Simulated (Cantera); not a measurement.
A closed system holds: 1 mol Si, 0.022 mol O2, 23 mol H2, held at 1348.15 K.

Cantera equilibrium calculation (NASA polynomials, part measured and part estimated; ideal gas, pure solids and liquids). Candidate condensed phases: H2O, Si, SiO2; 18 gas species. Mutual solubility and eutectic melting of coexisting phases are not modelled. The tables hold silica as quartz up to 1696 K and as liquid above; real silica turns to tridymite and cristobalite and melts near 1996 K. Gases not in the tables: Si2H6 and higher silanes. Kinetics and transport are ignored.

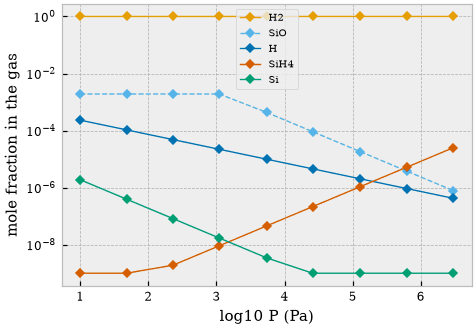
Figure. Equilibrium gas composition (values under 1e-9 drawn at 1e-9)

**Question.** Read off the mole fractions at 30.0 bar.

**Answer.** H2 about 1.00, SiH4 about 2.5e-5, SiO about 7.9e-7, H about 4.2e-7.
